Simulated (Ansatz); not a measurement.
# GaH3O2 + NH3: a complex and its separated parts, part 2 of 2

Ansatz 0.2.0, Gaussian basis. The steps go on from the part before.

**13. CAM-B3LYP-D4/def2-TZVPP**

The inputs:

parta/in.yaml

```yaml
crystal:
  periodic: [false, false, false]
  atoms:
    - {symbol: Ga, position_ang: [0.908997, -0.305604, -0.555274]}
    - {symbol: H, position_ang: [1.011188, -1.838479, -0.378240]}
    - {symbol: O, position_ang: [0.033312, 0.420830, -1.919675]}
    - {symbol: O, position_ang: [1.620848, 0.920513, 0.531029]}
    - {symbol: H, position_ang: [0.052639, 1.380920, -1.901554]}
    - {symbol: H, position_ang: [2.102387, 0.566079, 1.280540]}
basis:
  gaussian: {orbitals: def2-TZVPP}
hamiltonian: {xc: {name: CAM-B3LYP}, dispersion: d4}
```

partb/in.yaml

```yaml
crystal:
  periodic: [false, false, false]
  atoms:
    - {symbol: H, position_ang: [-1.579716, -1.184572, 0.988919]}
    - {symbol: N, position_ang: [-1.184576, -0.332795, 0.609926]}
    - {symbol: H, position_ang: [-1.866239, 0.050944, -0.032978]}
    - {symbol: H, position_ang: [-1.098843, 0.322164, 1.377406]}
basis:
  gaussian: {orbitals: def2-TZVPP}
hamiltonian: {xc: {name: CAM-B3LYP}, dispersion: d4}
```

Each run has its own folder and the same command.

Launch:

```sh
> ansatz run in.yaml --threads 4 --pin off --events-out ev --progress --plain --max-ram 9574MiB
```

Output in parta (excerpt; [...] marks lines left out):

```text
Functional definition: CAM-B3LYP
  name "CAM-B3LYP"
  cite "Yanai, Tew & Handy, Chem. Phys. Lett. 393, 51 (2004) doi:10.1016/j.cplett.2004.06.011"
  cite "Iikura, Tsuneda, Yanai & Hirao, J. Chem. Phys. 115, 3540 (2001) doi:10.1063/1.1383587"
  cite "Becke, Phys. Rev. A 38, 3098 (1988) doi:10.1103/PhysRevA.38.3098"
  cite "Lee, Yang & Parr, Phys. Rev. B 37, 785 (1988) doi:10.1103/PhysRevB.37.785"
[...]
882 factors; their error is unknown
210 factors; integrals over basis functions are off by at most 9.2e-6 eV
[...]
mean field -56526.42421672 eV, -2077.3077749781 hartree, gradient 2.5e-5 eV, S^2 0.000000; 0 other end points of the search recorded, 0 dependent functions left out
reference -56526.42432337 eV, -2077.3077788972 hartree; 25, 25 occupied and 127, 127 virtual orbitals, 882 factors
Total energy: -56526.49298180 eV, -2077.3103020479 hartree
```

Log of partb (excerpt; [...] marks lines left out):

```text
[... 6 set-up lines as earlier in the session ...]
[...]
  # Exact exchange under (alpha + beta erf(omega r))/r, Becke's under what is left of 1/r.
[...]
332 factors; their error is unknown
102 factors; integrals over basis functions are off by at most 1.2e-5 eV
[...]
mean field -1539.00931868 eV, -56.5575492835 hartree, gradient 6.3e-5 eV, S^2 0.000000; 0 other end points of the search recorded, 0 dependent functions left out
reference -1539.00938677 eV, -56.5575517857 hartree; 5, 5 occupied and 68, 68 virtual orbitals, 332 factors
Total energy: -1539.01811162 eV, -56.5578724180 hartree
```

They took 0.6 s (parta), 0.15 s (partb) on 4 threads of AMD EPYC 9R45, shared host.

**14. wB97X-V/def2-TZVPP**

The same edit goes into each in.yaml of step 13 (parta, partb):

```diff
-hamiltonian: {xc: {name: CAM-B3LYP}, dispersion: d4}
+hamiltonian: {xc: {name: wB97X-V}}
```

The same command starts each run, in its folder.

Launch:

```sh
> ansatz run in.yaml --threads 4 --pin off --events-out ev --progress --plain --max-ram 9574MiB
```

Output in parta (excerpt; [...] marks lines left out):

```text
Functional definition: wB97X-V
  name "wB97X-V"
  cite "Mardirossian & Head-Gordon, Phys. Chem. Chem. Phys. 16, 9904 (2014) doi:10.1039/C3CP54374A"
[... 2 set-up lines as earlier in the session ...]
[...]
      + integral(e_c_pw_opposite_spin*poly(b97_u_opposite, cos0, cos1)) + vv10(b, c)
882 factors; their error is unknown
199 factors; integrals over basis functions are off by at most 7.3e-6 eV
[...]
mean field -56518.15785489 eV, -2077.0039917838 hartree, gradient 2.5e-5 eV, S^2 0.000000; 0 other end points of the search recorded, 0 dependent functions left out
reference -56518.15785312 eV, -2077.0039917189 hartree; 25, 25 occupied and 127, 127 virtual orbitals, 882 factors
Total energy: -56518.15785312 eV, -2077.0039917189 hartree
```

Output in partb (excerpt; [...] marks lines left out):

```text
[... 5 set-up lines as earlier in the session ...]
[...]
      + integral(e_c_pw_opposite_spin*poly(b97_u_opposite, cos0, cos1)) + vv10(b, c)
332 factors; their error is unknown
93 factors; integrals over basis functions are off by at most 7.3e-6 eV
[...]
mean field -1539.14323449 eV, -56.5624705989 hartree, gradient 1.3e-5 eV, S^2 0.000000; 0 other end points of the search recorded, 0 dependent functions left out
reference -1539.14323339 eV, -56.5624705585 hartree; 5, 5 occupied and 68, 68 virtual orbitals, 332 factors
Total energy: -1539.14323339 eV, -56.5624705585 hartree
```

Wall times: 1.2 s (parta), 0.3 s (partb) on 4 threads of AMD EPYC 9R45, shared host.

**15. wB97M-V/def2-TZVPP**

The same edit goes into each in.yaml of step 14 (parta, partb):

```diff
-hamiltonian: {xc: {name: wB97X-V}}
+hamiltonian: {xc: {name: wB97M-V}}
```

One command serves all of them, each in its own folder.

Launch:

```sh
> ansatz run in.yaml --threads 4 --pin off --events-out ev --progress --plain --max-ram 9574MiB
```

parta printed (excerpt; [...] marks lines left out):

```text
Functional definition: wB97M-V
  name "wB97M-V"
  cite "Mardirossian & Head-Gordon, J. Chem. Phys. 144, 214110 (2016) doi:10.1063/1.4952647"
[... 2 set-up lines as earlier in the session ...]
  # Of w^i u^j: cxij and so on, Table III.
[...]
  gx(w, u) = 1 - cx + cx01*u + cx10*w
[...]
      + integral(e_c_pw_mod_opposite_spin*gos(b97_w_opposite, b97_u_opposite)) + vv10(b, c)
882 factors; their error is unknown
199 factors; integrals over basis functions are off by at most 7.3e-6 eV
[...]
mean field -56520.26605846 eV, -2077.0814668362 hartree, gradient 3.5e-5 eV, S^2 0.000000; 0 other end points of the search recorded, 0 dependent functions left out
reference -56520.26610147 eV, -2077.0814684168 hartree; 25, 25 occupied and 127, 127 virtual orbitals, 882 factors
Total energy: -56520.26610147 eV, -2077.0814684168 hartree
```

partb printed (excerpt; [...] marks lines left out):

```text
[... 5 set-up lines as earlier in the session ...]
  # Of w^i u^j: cxij and so on, Table III.
[...]
  gx(w, u) = 1 - cx + cx01*u + cx10*w
[...]
      + integral(e_c_pw_mod_opposite_spin*gos(b97_w_opposite, b97_u_opposite)) + vv10(b, c)
332 factors; their error is unknown
93 factors; integrals over basis functions are off by at most 7.3e-6 eV
[...]
mean field -1538.84211058 eV, -56.5514044993 hartree, gradient 5.4e-5 eV, S^2 0.000000; 0 other end points of the search recorded, 0 dependent functions left out
reference -1538.84213746 eV, -56.5514054869 hartree; 5, 5 occupied and 68, 68 virtual orbitals, 332 factors
Total energy: -1538.84213746 eV, -56.5514054869 hartree
```

Times: 1.4 s (parta), 0.25 s (partb) on 4 threads of AMD EPYC 9R45, shared host.

**16. B2PLYP/def2-TZVPP**

The same edit goes into each in.yaml of step 15 (parta, partb):

```diff
-hamiltonian: {xc: {name: wB97M-V}}
+hamiltonian: {xc: {name: B2PLYP}}
```

The same command starts each run, in its folder.

Launch:

```sh
> ansatz run in.yaml --threads 4 --pin off --events-out ev --progress --plain --max-ram 9574MiB
```

Output in parta (excerpt; [...] marks lines left out):

```text
Functional definition: B2PLYP
  name "B2PLYP"
  cite "Grimme, J. Chem. Phys. 124, 034108 (2006) doi:10.1063/1.2148954"
[... 2 set-up lines as earlier in the session ...]
[...]
959 factors; integrals over basis functions are off by at most 9.8e-4 eV
[...]
mean field -56505.51968076 eV, -2076.5395474510 hartree, gradient 8.7e-6 eV, S^2 0.000000; 0 other end points of the search recorded, 0 dependent functions left out
11 core orbitals not correlated: weight in the atoms' cores, before any rotation towards them, 1.000 or more for the frozen orbitals, at most 0.000 for the correlated occupied ones
reference -56505.51981850 eV, -2076.5395525128 hartree; 14, 14 occupied and 127, 127 virtual orbitals, 959 factors
second order -23.83609422 eV of doubles, -0.00000000 eV of singles
Total energy: -56511.95556394 eV, -2076.7760617955 hartree
```

partb printed (excerpt; [...] marks lines left out):

```text
[... 5 set-up lines as earlier in the session ...]
[...]
416 factors; integrals over basis functions are off by at most 9.9e-4 eV
[...]
mean field -1536.38012562 eV, -56.4609282206 hartree, gradient 8.4e-6 eV, S^2 0.000000; 0 other end points of the search recorded, 0 dependent functions left out
1 core orbitals not correlated: weight in the atoms' cores, before any rotation towards them, 1.000 or more for the frozen orbitals, at most 0.000 for the correlated occupied ones
reference -1536.38021584 eV, -56.4609315364 hartree; 4, 4 occupied and 68, 68 virtual orbitals, 416 factors
second order -7.62102844 eV of doubles, -0.00000000 eV of singles
Total energy: -1538.43789352 eV, -56.5365497963 hartree
```

They took 0.85 s (parta), 0.2 s (partb) on 4 threads of AMD EPYC 9R45, shared host.

**17. PBE-QIDH/def2-TZVPP**

Each input of step 16 (parta, partb) changes in the same lines:

```diff
-hamiltonian: {xc: {name: B2PLYP}}
+hamiltonian: {xc: {name: PBE-QIDH}}
```

The same command starts each run, in its folder.

Launch:

```sh
> ansatz run in.yaml --threads 4 --pin off --events-out ev --progress --plain --max-ram 9574MiB
```

Output in parta (excerpt; [...] marks lines left out):

```text
Functional definition: PBE-QIDH
  name "PBE-QIDH"
  cite "Brémond, Sancho-García, Pérez-Jiménez & Adamo, J. Chem. Phys. 141, 031101 (2014) doi:10.1063/1.4890314"
[... 1 set-up line as earlier in the session ...]
[...]
959 factors; integrals over basis functions are off by at most 9.8e-4 eV
[...]
mean field -56496.14430049 eV, -2076.1950085810 hartree, gradient 3.4e-6 eV, S^2 0.000000; 0 other end points of the search recorded, 0 dependent functions left out
11 core orbitals not correlated: weight in the atoms' cores, before any rotation towards them, 1.000 or more for the frozen orbitals, at most 0.000 for the correlated occupied ones
reference -56496.14431110 eV, -2076.1950089708 hartree; 14, 14 occupied and 127, 127 virtual orbitals, 959 factors
second order -22.01355848 eV of doubles, -0.00000000 eV of singles
Total energy: -56503.48216392 eV, -2076.4646700883 hartree
```

Log of partb (excerpt; [...] marks lines left out):

```text
[... 4 set-up lines as earlier in the session ...]
[...]
416 factors; integrals over basis functions are off by at most 9.9e-4 eV
[...]
mean field -1535.33271797 eV, -56.4224366994 hartree, gradient 2.1e-6 eV, S^2 0.000000; 0 other end points of the search recorded, 0 dependent functions left out
1 core orbitals not correlated: weight in the atoms' cores, before any rotation towards them, 1.000 or more for the frozen orbitals, at most 0.000 for the correlated occupied ones
reference -1535.33272473 eV, -56.4224369480 hartree; 4, 4 occupied and 68, 68 virtual orbitals, 416 factors
second order -7.10229669 eV of doubles, -0.00000000 eV of singles
Total energy: -1537.70015696 eV, -56.5094384777 hartree
```

Times: 0.9 s (parta), 0.2 s (partb) on 4 threads of AMD EPYC 9R45, shared host.

**18. RPA on PBE/def2-TZVPP**

Each input of step 17 (parta, partb) changes in the same lines:

```diff
-hamiltonian: {xc: {name: PBE-QIDH}}
+hamiltonian: {xc: pbe}
+correlation: {method: rpa}
```

The same command starts each run, in its folder.

Launch:

```sh
> ansatz run in.yaml --threads 4 --pin off --events-out ev --progress --plain --max-ram 9574MiB
```

Log of parta (excerpt; [...] marks lines left out):

```text
[... 4 set-up lines as earlier in the session ...]
[...]
959 factors; integrals over basis functions are off by at most 9.8e-4 eV
[...]
mean field -56512.08101128 eV, -2076.7806719001 hartree, gradient 6.1e-6 eV, S^2 0.000000; 0 other end points of the search recorded, 0 dependent functions left out
11 core orbitals not correlated: weight in the atoms' cores, before any rotation towards them, 1.000 or more for the frozen orbitals, at most 0.000 for the correlated occupied ones
reference -56457.97264448 eV, -2074.7922260962 hartree; 14, 14 occupied and 127, 127 virtual orbitals, 959 factors
Total energy: -56487.75448874 eV, -2075.8866886860 hartree
```

partb printed (excerpt; [...] marks lines left out):

```text
[... 4 set-up lines as earlier in the session ...]
[...]
416 factors; integrals over basis functions are off by at most 9.9e-4 eV
[...]
mean field -1537.73151164 eV, -56.5105907408 hartree, gradient 7.0e-6 eV, S^2 0.000000; 0 other end points of the search recorded, 0 dependent functions left out
1 core orbitals not correlated: weight in the atoms' cores, before any rotation towards them, 1.000 or more for the frozen orbitals, at most 0.000 for the correlated occupied ones
reference -1529.64067630 eV, -56.2132580265 hartree; 4, 4 occupied and 68, 68 virtual orbitals, 416 factors
Total energy: -1540.11754700 eV, -56.5982759232 hartree
```

They took 0.9 s (parta), 0.2 s (partb) on 4 threads of AMD EPYC 9R45, shared host.

**19. CCSD(T)/def2-TZVPP**

The same edit goes into each in.yaml of step 18 (parta, partb):

```diff
-hamiltonian: {xc: pbe}
-correlation: {method: rpa}
+correlation: {method: ccsd_t}
```

Each run has its own folder and the same command.

Launch:

```sh
> ansatz run in.yaml --threads 4 --pin off --events-out ev --progress --plain --max-ram 9574MiB
```

Log of parta (excerpt; [...] marks lines left out):

```text
Functional definition: HF
  name "HF"
  cite "Fock, Z. Phys. 61, 126 (1930) doi:10.1007/BF01340294"
[... 1 set-up line as earlier in the session ...]
[...]
959 factors; integrals over basis functions are off by at most 9.8e-4 eV
[...]
mean field -56459.54101742 eV, -2074.8498627387 hartree, gradient 4.7e-6 eV, S^2 0.000000; 0 other end points of the search recorded, 0 dependent functions left out
11 core orbitals not correlated: weight in the atoms' cores, before any rotation towards them, 1.000 or more for the frozen orbitals, at most 0.000 for the correlated occupied ones
reference -56459.54101742 eV, -2074.8498627387 hartree; 14, 14 occupied and 127, 127 virtual orbitals, 959 factors
second order -19.57812947 eV of doubles, -0.00000000 eV of singles
cycle   1  -18.92350533 eV  change    6.5e-1 eV  update   1.1e-1
[...]
cycle   9  -19.58780422 eV  change   -9.1e-6 eV  update   2.1e-5
perturbative correction -0.72514484 eV, -0.0266485814 hartree
Total energy: -56479.85396648 eV, -2075.5963498482 hartree
```

Log of partb (excerpt; [...] marks lines left out):

```text
[... 4 set-up lines as earlier in the session ...]
[...]
416 factors; integrals over basis functions are off by at most 9.9e-4 eV
[...]
mean field -1529.85251289 eV, -56.2210428774 hartree, gradient 4.0e-6 eV, S^2 0.000000; 0 other end points of the search recorded, 0 dependent functions left out
1 core orbitals not correlated: weight in the atoms' cores, before any rotation towards them, 1.000 or more for the frozen orbitals, at most 0.000 for the correlated occupied ones
reference -1529.85251289 eV, -56.2210428774 hartree; 4, 4 occupied and 68, 68 virtual orbitals, 416 factors
second order -6.38828222 eV of doubles, -0.00000000 eV of singles
cycle   1  -6.57733813 eV  change   -1.9e-1 eV  update   3.9e-2
[...]
cycle   9  -6.72922945 eV  change    3.4e-6 eV  update   2.3e-6
perturbative correction -0.20701935 eV, -0.0076078207 hartree
Total energy: -1536.78876169 eV, -56.4759453192 hartree
```

They took 6 s (parta), 0.25 s (partb) on 4 threads of AMD EPYC 9R45, shared host; peak memory 1.1 GiB.

**20. Vibrations of GaH3O2**

The input, vib-parta/in.yaml:

```yaml
crystal:
  periodic: [false, false, false]
  atoms:
    - {symbol: Ga, position_ang: [0.908997, -0.305604, -0.555274]}
    - {symbol: H, position_ang: [1.011188, -1.838479, -0.378240]}
    - {symbol: O, position_ang: [0.033312, 0.420830, -1.919675]}
    - {symbol: O, position_ang: [1.620848, 0.920513, 0.531029]}
    - {symbol: H, position_ang: [0.052639, 1.380920, -1.901554]}
    - {symbol: H, position_ang: [2.102387, 0.566079, 1.280540]}
basis:
  gaussian: {orbitals: def2-TZVP}
hamiltonian: {xc: pbe0, dispersion: d4}
phonons: {temperatures: {t_min: 298.15, t_max: 900, t_step: 200}}
```

Launch:

```sh
> ansatz run in.yaml --threads 4 --pin off --events-out ev --progress --plain --max-ram 9574MiB
```

What it wrote (excerpt; [...] marks lines left out):

```text
[... 5 set-up lines as earlier in the session ...]
[...]
847 factors; their error is unknown
[...]
mean field -56512.98088582 eV, -2076.8137416795 hartree, gradient 5.8e-5 eV, S^2 0.000000; 0 other end points of the search recorded, 0 dependent functions left out
[...]
Atom 3 at     1.620848     0.920513     0.531029 Å, force    -0.000911    -0.000734    -0.001247 eV/Å
Atom 4 at     0.052639     1.380920    -1.901554 Å, force    -0.000082    -0.001111    -0.000196 eV/Å
Atom 5 at     2.102387     0.566079     1.280540 Å, force     0.000595    -0.000283     0.001003 eV/Å
Dipole moment:     0.186938    -0.138800     0.291166 e Å
Vibrations: 190.00 348.31 387.82 503.77 573.09 691.13 718.03 823.01 860.80 2054.18 3891.65 3911.72 cm⁻¹, zero-point energy 0.926999 eV
```

Run time: 15 s. Hardware: 4 threads of AMD EPYC 9R45, shared host.

Wavenumbers and character of the modes:

```tsv
mode	wavenumber (cm⁻¹)	character
1	190	bend
2	348	torsion
3	388	torsion
4	504	torsion
5	573	bend
6	691	Ga–O stretch
7	718	Ga–O stretch
8	823	bend
9	861	bend
10	2054	Ga–H stretch
11	3892	O–H stretch
12	3912	O–H stretch
```

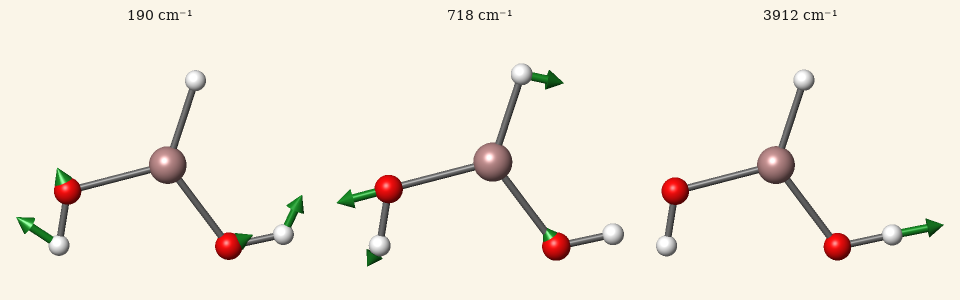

How the atoms move in 3 of the modes.

Vibrational sums (real modes only):

```tsv
T (K)	entropy (J/mol/K)	heat capacity (J/mol/K)
298	27.3	42.2
498	53.7	60.0
698	75.5	68.7
898	93.5	74.2
```

**21. Vibrations of NH3**

The input, vib-partb/in.yaml:

```yaml
crystal:
  periodic: [false, false, false]
  atoms:
    - {symbol: H, position_ang: [-1.579716, -1.184572, 0.988919]}
    - {symbol: N, position_ang: [-1.184576, -0.332795, 0.609926]}
    - {symbol: H, position_ang: [-1.866239, 0.050944, -0.032978]}
    - {symbol: H, position_ang: [-1.098843, 0.322164, 1.377406]}
basis:
  gaussian: {orbitals: def2-TZVP}
hamiltonian: {xc: pbe0, dispersion: d4}
phonons: {temperatures: {t_min: 298.15, t_max: 900, t_step: 200}}
```

Launch:

```sh
> ansatz run in.yaml --threads 4 --pin off --events-out ev --progress --plain --max-ram 9574MiB
```

What it wrote (excerpt; [...] marks lines left out):

```text
[... 5 set-up lines as earlier in the session ...]
[...]
287 factors; their error is unknown
[...]
mean field -1537.79931104 eV, -56.5130823228 hartree, gradient 1.5e-5 eV, S^2 0.000000; 0 other end points of the search recorded, 0 dependent functions left out
[...]
Atom 1 at    -1.184576    -0.332795     0.609926 Å, force     0.001492     0.002489     0.001932 eV/Å
Atom 2 at    -1.866239     0.050944    -0.032978 Å, force    -0.001423    -0.001626    -0.001352 eV/Å
Atom 3 at    -1.098843     0.322164     1.377406 Å, force     0.000851    -0.001359     0.000143 eV/Å
Dipole moment:    -0.310039     0.058418     0.157502 e Å
Vibrations: 1030.97 1669.42 1669.68 3502.30 3631.19 3631.62 cm⁻¹, zero-point energy 0.938261 eV
```

Run time: 1.5 s. Hardware: 4 threads of AMD EPYC 9R45, shared host.

The modes, with what each moves most:

```tsv
mode	wavenumber (cm⁻¹)	character
1	1031	bend
2	1669	bend
3	1670	bend
4	3502	N–H stretch
5	3631	N–H stretch
6	3632	N–H stretch
```

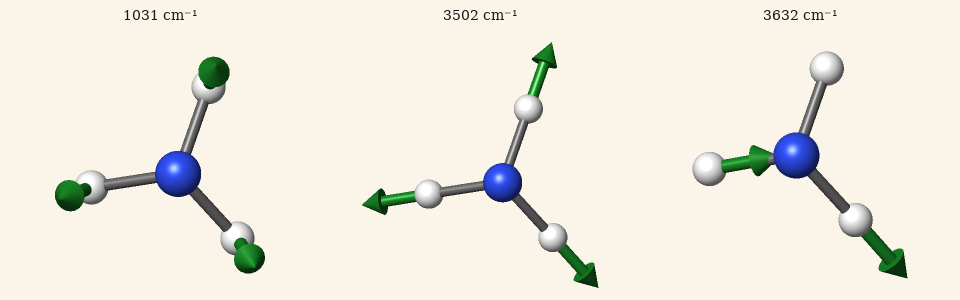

Displacements of 3 modes, as arrows.

Vibrational sums (real modes only):

```tsv
T (K)	entropy (J/mol/K)	heat capacity (J/mol/K)
298	0.4	1.8
498	2.6	7.4
698	6.0	13.4
898	10.0	18.8
```

**22. Complex less separated parts**

The complex's own energies come from single points at the same levels.

Rows are in def2-TZVPP; times add the 3 runs of a level on a shared host, so small differences are noise.

```tsv
method	rung	complex less parts (kcal/mol)	from CCSD(T) (kcal/mol)	time
SPW92	LDA	-27.7	-4.3	0.9 s
PBE-D4	GGA	-21.5	+1.9	1.4 s
BLYP-D4	GGA	-19.9	+3.5	1.4 s
r2SCAN-D4	meta-GGA	-23.5	-0.1	2.2 s
B97M-V	meta-GGA	-22.0	+1.4	4.4 s
PBE0-D4	hybrid	-23.3	+0.1	1.8 s
B3LYP-D4	hybrid	-21.8	+1.6	1.8 s
r2SCAN0-D4	hybrid	-24.6	-1.2	2.7 s
BHLYP-D4	hybrid	-24.0	-0.6	1.8 s
CAM-B3LYP-D4	range-separated hybrid	-23.1	+0.3	2 s
wB97X-V	range-separated hybrid	-23.1	+0.3	4.2 s
wB97M-V	range-separated hybrid	-23.0	+0.4	4.5 s
B2PLYP	double hybrid	-20.9	+2.5	3.1 s
PBE-QIDH	double hybrid	-23.9	-0.5	3.1 s
RPA on PBE	RPA	-21.7	+1.7	3.6 s
Hartree-Fock	wavefunction	-20.0	+3.4	
MP2	wavefunction	-23.5	-0.1	
CCSD	wavefunction	-23.0	+0.4	
CCSD(T)	wavefunction	-23.4	0	53 s
```

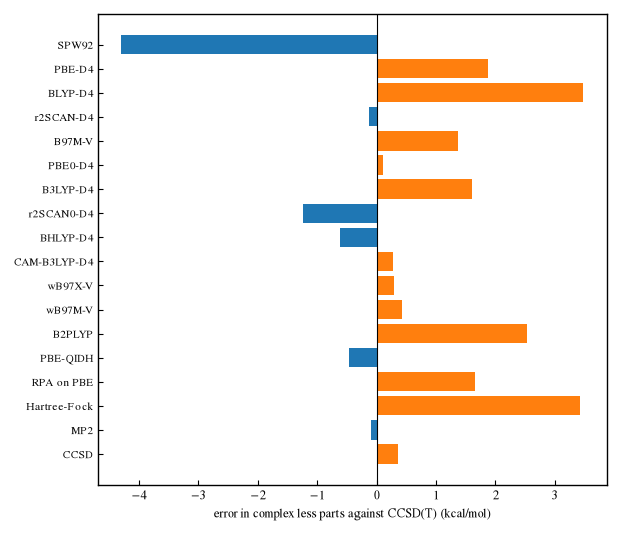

Deviations from CCSD(T), method by method.

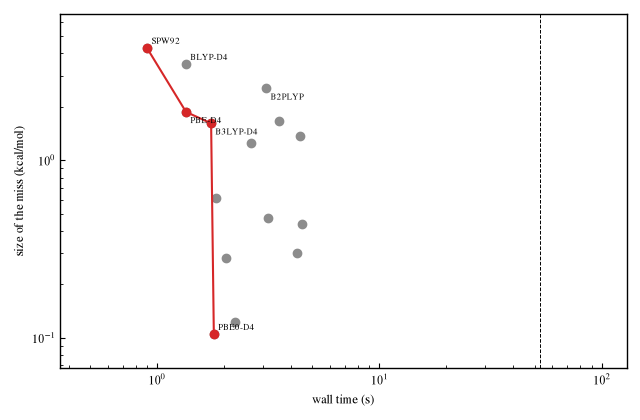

Miss against cost. Red marks the levels that no quicker level drawn beats (of those quicker than the yardstick), and the dashed line is the time of CCSD(T). Only those levels and the largest misses are named. Times are from a shared host.

PBE0-D4 reaches 0.1 kcal/mol from the reference in 1.8 s, where CCSD(T) took 53 s; the quickest level in the cost chart, SPW92, takes 0.9 s and misses by 4.3 kcal/mol.

The complex's zero-point energy, from a separate PBE0-D4 run, is 1.966 eV.

**23. Results**

This closing draws on all 2 parts.

| quantity | value |
| --- | --- |
| complex less parts, CCSD(T)/def2-TZVPP | -23.4 kcal/mol |
| with zero-point energy | -21.1 kcal/mol |
| largest T1 diagnostic | 0.015 |

**Reading.** At CCSD(T) the complex lies 23.4 kcal/mol below its parts. PBE0-D4 is the best functional here (+0.1 kcal/mol from CCSD(T)); SPW92 is the worst (-4.3 kcal/mol). r2SCAN-D4 is as near within the digits shown. Mean unsigned error by rung: LDA 4.3, GGA 2.7, meta-GGA 0.8, hybrid 0.9, range-separated hybrid 0.3, double hybrid 1.5 kcal/mol. The double hybrids carry no dispersion term here, unlike the levels marked D4 or V. PBE-D4 gives a relative energy 1.9 kcal/mol too high, outside chemical accuracy (1 kcal/mol). No counterpoise was applied, and triple zeta lacks some correlation, so the CCSD(T) reference has a basis error of its own, and close matches with it are partly luck.
